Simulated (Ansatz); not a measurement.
**AlF2GeHSi: density, localisation and related maps**

```yaml
atoms:
  - { symbol: Al, position_ang: [-0.7325, -1.2048, 0.5583] }
  - { symbol: F, position_ang: [-2.2599, -0.8838, -0.0573] }
  - { symbol: F, position_ang: [-0.4854, -0.8703, 2.1829] }
  - { symbol: Ge, position_ang: [0.4928, -3.6994, -0.2754] }
  - { symbol: Si, position_ang: [1.0618, -1.6058, -1.0916] }
  - { symbol: H, position_ang: [1.7745, -2.4368, 0.1712] }
```

Geometry: BLYP-D3(BJ)/def2-SVP.

All numbers below come from isolated molecule in a Gaussian basis; Kohn-Sham density functional theory, functional PBE0 in Ansatz 0.2.0.

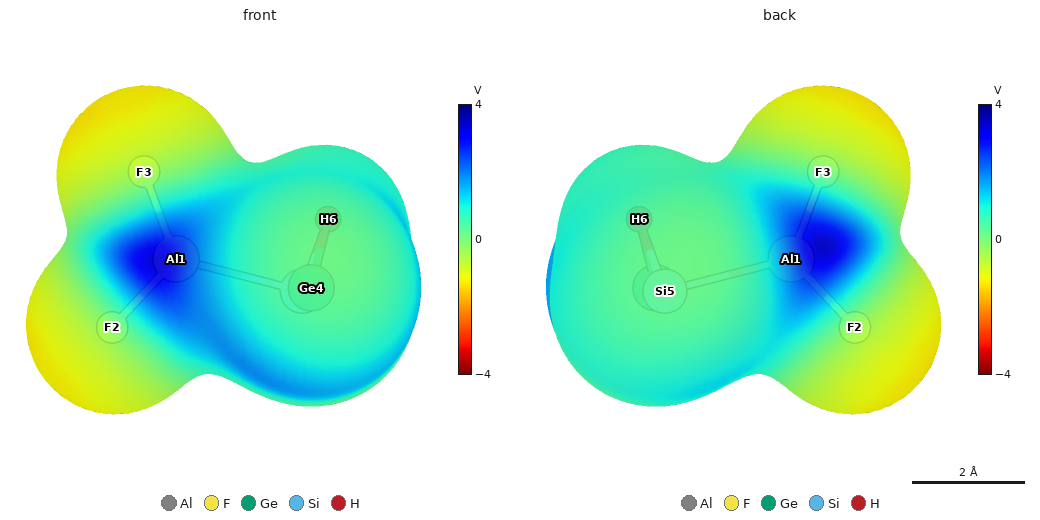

Figure 1. The molecular electrostatic potential painted on the density surface at 0.002 e/bohr³, seen from the front and from behind; the colour scale runs from red (negative) to blue (positive).

Describe the electrostatic potential map.

Answer. The most negative region (about −1.3 V) lies over F2 and F3, the most positive (about +3.2 V) over Al1.

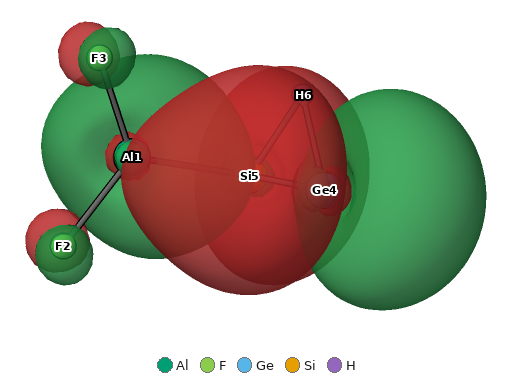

Figure 2. One frontier orbital at ±0.06 Å⁻³ᐟ² (green and red are the two phases), seen at a tilt.

Which orbital is it: HOMO or LUMO?

Answer. The LUMO, at −3.49 eV. By Hirshfeld shares it lies mainly on Ge4 (about 45 %), Si5 (about 30 %) and Al1 (about 20 %); π-antibonding (π*) across Ge4–Si5.

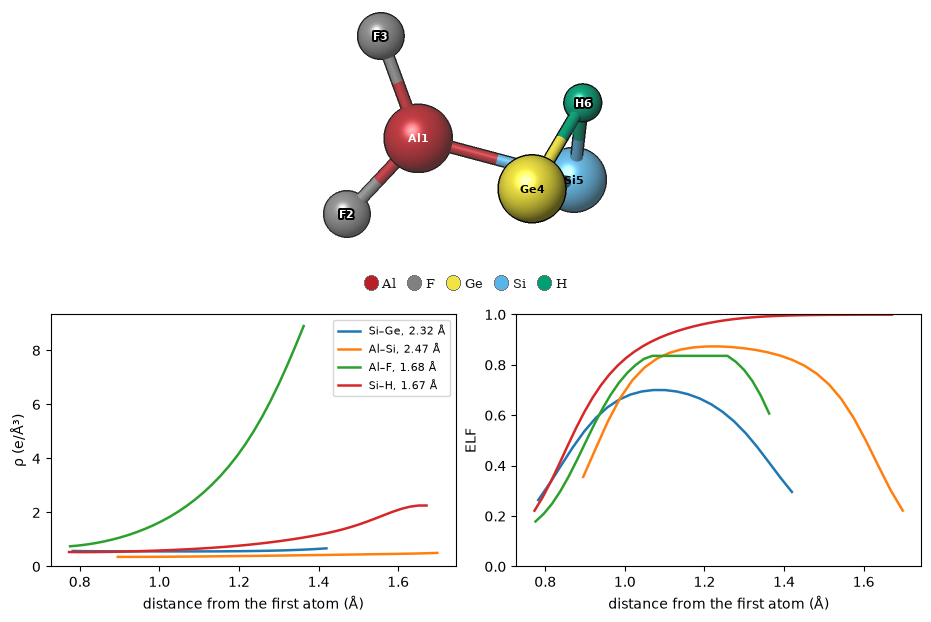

Figure 3. Total electron density and ELF along straight lines between neighbouring atoms. The curves leave out the atomic cores. The structure is drawn too.

Compare the contacts.

Answer. Si–Ge (2.32 Å): ρ is about 0.56 e/Å³ halfway; the ELF peaks at about 0.70 in the valence shell of Si, 1.1 Å from its nucleus, and is about 0.70 at the midpoint.
Al–Si (2.47 Å): the density is about 0.39 e/Å³ at the midpoint; the ELF peaks at about 0.85 in the valence shell of Si, 1.2 Å from its nucleus, and is about 0.85 at the midpoint.
Al–F (1.68 Å): ρ at the midpoint is about 0.86 e/Å³; the ELF peaks at about 0.85 in the valence shell of F, 0.6 Å from its nucleus, and is about 0.30 at the midpoint.
Si–H (1.67 Å): ρ at the midpoint is about 0.53 e/Å³; the ELF climbs to about 1 towards the hydrogen, as it does in any bond to H.
